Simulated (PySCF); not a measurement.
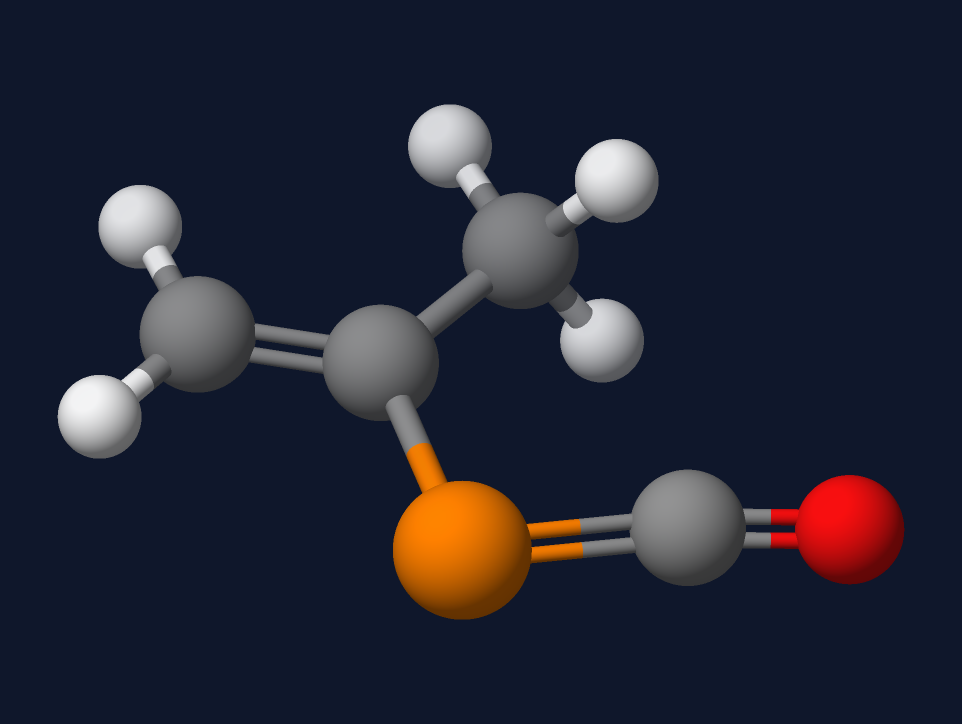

A ball-and-stick model of a molecule. Multiple sticks mark multiple bonds (one Kekulé form). Colours: carbon grey, phosphorus orange, oxygen red, hydrogen white.

Computed geometry: GFN2-xTB optimisation. No frequency run is at hand to confirm it as a minimum.

Identify the structure.

It has 11 atoms: 4 carbon, 5 hydrogen, 1 oxygen and 1 phosphorus (C4H5OP). Its SMILES string is `C=C(C)P=C=O`. It has no ring. Among its groups: alkene. The point group is Cs. Coordination, clear cases only: 2 C trigonal planar; 1 C tetrahedral; 1 P bent.

More results for the same structure follow; atom numbers are the same in all pictures, views and colours differ.

Geometry

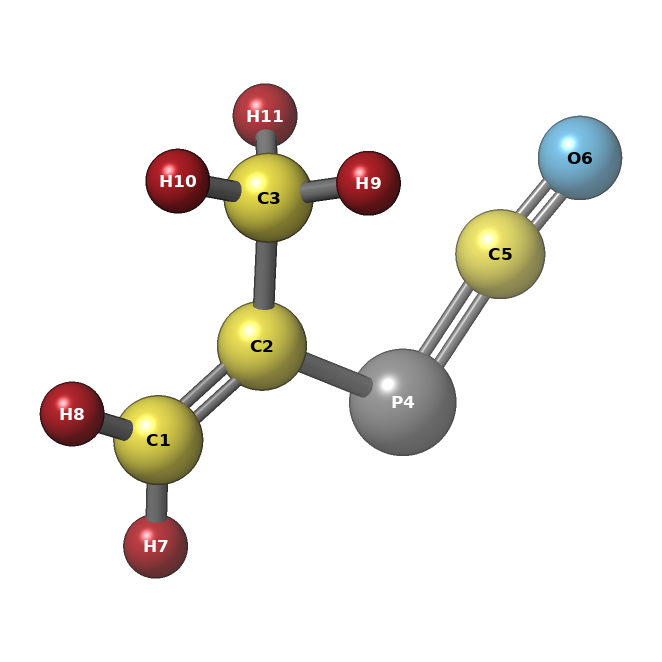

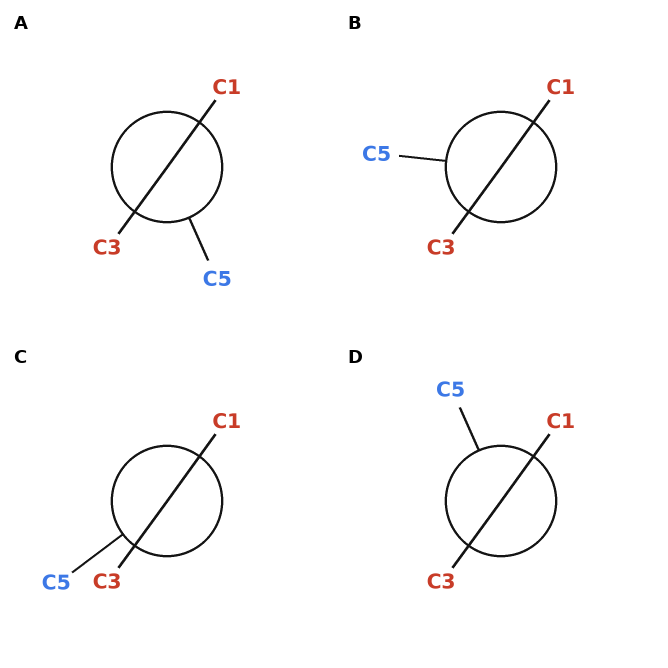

Depth is shown by fading: the farther an atom, the more it takes the colour of the background. Bonds that would overlap in a projection are set slightly apart. No frequency run is at hand to confirm it as a minimum.

> Which Newman projection shows the view along C2–P4, with C2 in front?

C. The torsion angle C3–C2–P4–C5 is 0°, synperiplanar (eclipsed).

Core levels

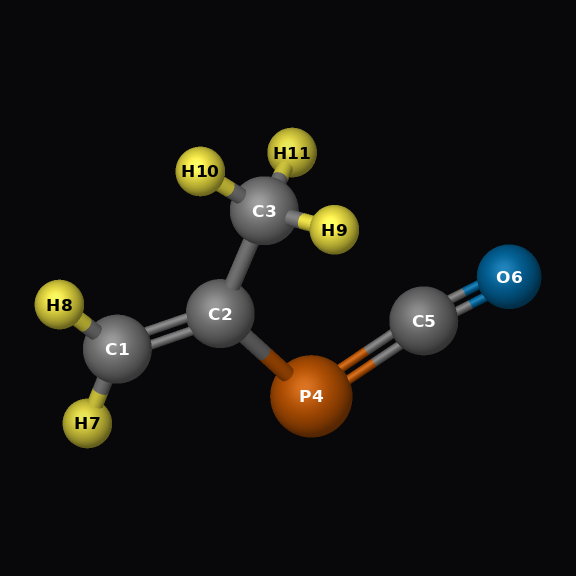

No frequency run is at hand to confirm it as a minimum. Method: delta-SCF UKS SCAN, pcX-2 on the ionised atom, pcseg-1 elsewhere, spin-free X2C (PySCF 2.14.0).

Give the core-electron binding energies (to vacuum; p and d levels without spin–orbit splitting) of C1 1s, C2 1s, C3 1s, P4 1s, P4 2p, C5 1s, O6 1s.

```csv
atom,level,binding energy (eV)
C1,1s,290.0
C2,1s,291.0
C3,1s,291.1
P4,1s,2150.1
P4,2p,136.9
C5,1s,293.5
O6,1s,539.4
```

Excitation

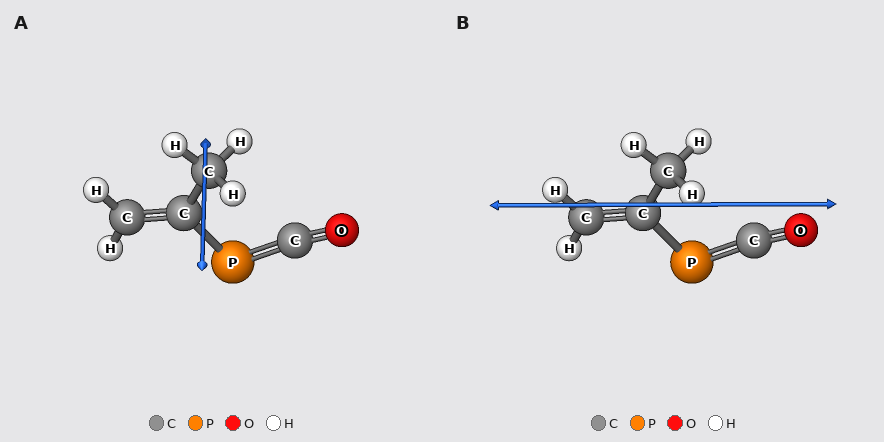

The double arrows show the directions of two transition dipoles from the ground state (lengths mean nothing). No frequency run is at hand to confirm it as a minimum. Properties computed with TDDFT CAM-B3LYP/def2-SVPD, vertical, gas phase, core orbitals frozen in the response (PySCF 2.14.0).

> One belongs to singlet state 2 and one to singlet state 5. Which is which?

A: state 5, 5.99 eV (207 nm), oscillator strength 0.015, mainly HOMO → LUMO+2 (weight 0.83).
B: state 2, 4.80 eV (258 nm), oscillator strength 0.049, mainly HOMO → LUMO+1 (weight 0.55).

Polarisability

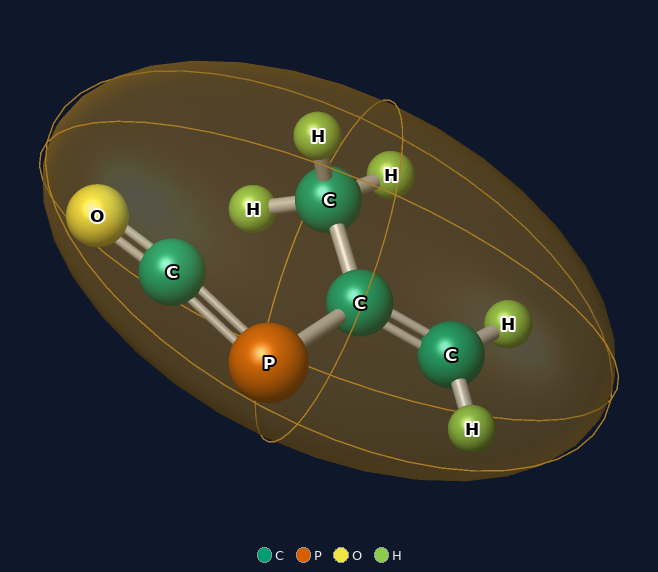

The ellipsoid shows the static dipole polarisability: its half-axes are proportional to the principal values. No frequency run is at hand to confirm it as a minimum. Level of theory: CAM-B3LYP/def2-SVPD (PySCF 2.14.0).

> How large and how anisotropic is the polarisability?

Principal values 51.2, 70.7, 112.0 bohr³; mean 78.0 bohr³ (11.56 Å³); anisotropy 53.8 bohr³, so the longest axis is 2.19 times the shortest.

The geometry is semi-empirical. Around P such bond lengths and angles can be off by a tenth of an ångström or more and by several degrees, and values that hang on the shape move with them.
